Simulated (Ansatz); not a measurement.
The compound is TiNF (Pmmn).

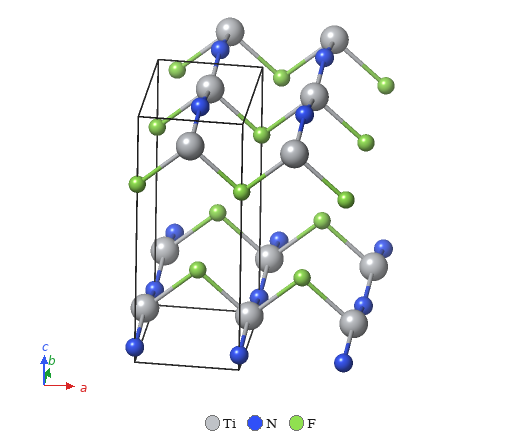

The structure (titanium light grey, nitrogen blue, fluorine green). 2×2×1 cells are drawn. Some periodic images of atoms are drawn too.

It takes space group Pmmn (No. 59, orthorhombic). The conventional cell has a = 3.062 Å, b = 3.964 Å, c = 7.871 Å, α = 90.00°, β = 90.00°, γ = 90.00°. Nearest to Ti lie 4 N at 2.01 Å and 2 F at 2.04 Å. N has 4 Ti at 2.01 Å nearest. F has 2 Ti at 2.04 Å nearest. Farther neighbours and most contacts between anions are not listed.

```xyz
6
Lattice="0.0000 -2.1652 -2.1652 -3.9644 0.0000 0.0000 0.0000 5.5655 -5.5655" Properties=species:S:1:pos:R:3 pbc="T T T"
Ti    0.0000    3.9036   -6.0688
Ti   -1.9822    0.5793   -0.5793
N    -1.9822    4.1452   -6.3104
N     0.0000    0.3377   -0.3377
F     0.0000    4.0329   -4.0329
F    -1.9822    0.4500   -2.6152
```

The cell and positions are those that the Materials Project relaxed with its own functionals (PBE, PBE+U or r2SCAN), kept fixed. The program's search for lower electronic states was switched off, so nothing shows that the state found is the lowest. PAW set soft_2, made with PBE.

A constrained-RPA run (Ansatz 0.2.0; non-magnetic LDA; Ti t2g + anion p, bands v12 to c6, 6×4×2 mesh, medium accuracy) builds 18 functions on bands 9.1 eV wide, with 24.0 electrons in the window. The bare on-site interaction is 17.3 eV and the bare J 0.65 eV.

**Question.** Estimate U, U′ and J.

On the Ti t2g shell, U = 6.98 eV (40 % of the bare value), U′ = 5.93 eV, J = 0.52 eV.

The parent state is non-magnetic and the interaction static (zero frequency); U depends on the window and the orbitals, so it belongs to this model alone. A window that holds the anion p bands defines a model with explicit ligands; its U belongs to that model and is not the U of DFT+U.

[Paths, hosts, dates, memory and timing lines, banners, echoed tables and standing remarks are left out of the program output.]

[Logs are printed without paths, hosts, clocks, repeated set-up lines and the standing remarks that a program may print on its own settings, such as how far it seeks lower states.]

[Runs of the session that timed out or met a known fault of the program may be left out.]

[Hosts, paths, dates, database ids (printed as entryN), source tags and the programs' standing remarks are cut or masked in the printed files.]
